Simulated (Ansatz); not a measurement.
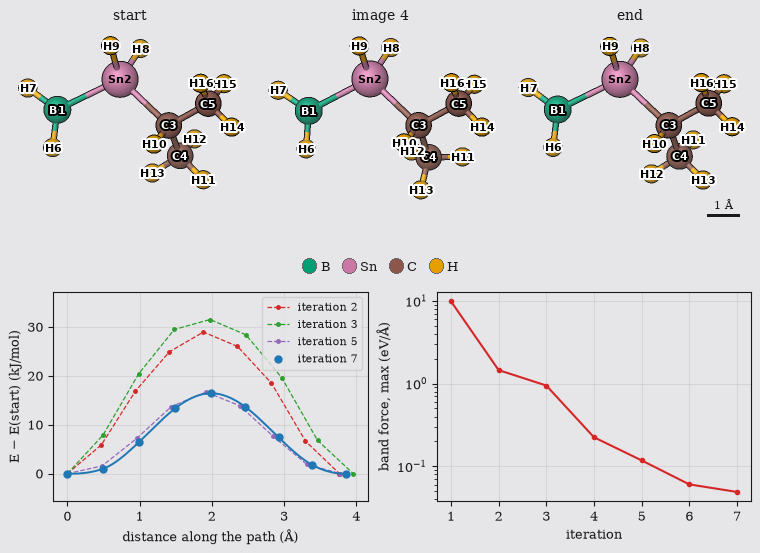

A nudged-elastic-band calculation for C$_{3}$H$_{11}$BSn. Images are numbered from 0 (start) to 8 (end). The plot follows the band through its iterations. Style: ball-and-stick. Shown at a tilt.

Level of theory: Ansatz, RHF/def2-SVP. Settings: 7 movable images; climbing image; force threshold 0.05 eV/Å; iteration limit 60; starting path through a guess of the saddle point.

Q: How did the profile develop, and is the result final?

A: The result is final at these settings. The band converged in 7 iterations. The largest component of the band force went from 9.9 to 0.049 eV/Å. The climbing image converged on the top of the path. Its vibrational analysis gives one imaginary mode (263i cm⁻¹), as a transition state must have. The first iteration put the highest image at 156.3 kJ/mol. The barrier is about 16.4 kJ/mol in both directions, with image 4 at the top; the ends have the same energy.
